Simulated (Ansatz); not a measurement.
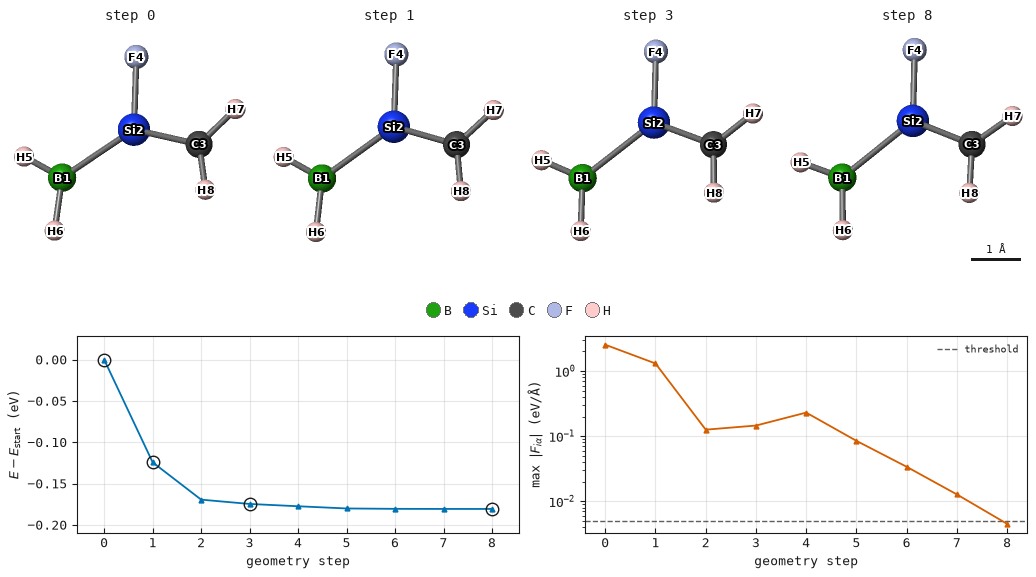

Frames of a relaxation of CH$_{4}$BFSi, marked on the history of the run. A ball-and-stick model, seen at a tilt.

Theory: RKS PBE0-D4/def2-TZVP (Ansatz 0.2.0). Settings: force threshold 0.005 eV/Å; at most 200 steps.

> What happens along the run?

H8 moves most after the best rigid fit: 0.33 Å. Largest moves by element: H 0.33 Å, Si 0.19 Å, F 0.15 Å, C 0.10 Å, B 0.08 Å. Some distances before and after: Si2–C3 1.765 → 1.708 Å, B1–Si2 1.905 → 1.958 Å, Si2–F4 1.635 → 1.597 Å, B1–H5 1.172 → 1.191 Å. Bond angles that change, for instance: B1–Si2–C3 135.6° → 122.7°, C3–Si2–F4 111.7° → 119.2°, B1–Si2–F4 112.7° → 118.2°. Over 8 geometry steps the energy falls by 0.181 eV. Largest force component: 2.5 eV/Å at the start, 0.0045 eV/Å at the end. From step 0 to 1: H8 moves most (0.09 Å), energy −0.124 eV. From step 1 to 3: H atoms move most (0.15 Å), energy −0.050 eV. From step 3 to 8: H8 moves most (0.09 Å), energy −0.006 eV.

| step | E − E(0), eV | largest force component, eV/Å |
| --- | --- | --- |
| 0 | 0.0000 | 2.5394 |
| 1 | -0.1243 | 1.3070 |
| 2 | -0.1694 | 0.1259 |
| 3 | -0.1746 | 0.1456 |
| 4 | -0.1774 | 0.2302 |
| 5 | -0.1801 | 0.0848 |
| 6 | -0.1806 | 0.0339 |
| 7 | -0.1807 | 0.0127 |
| 8 | -0.1807 | 0.0045 |
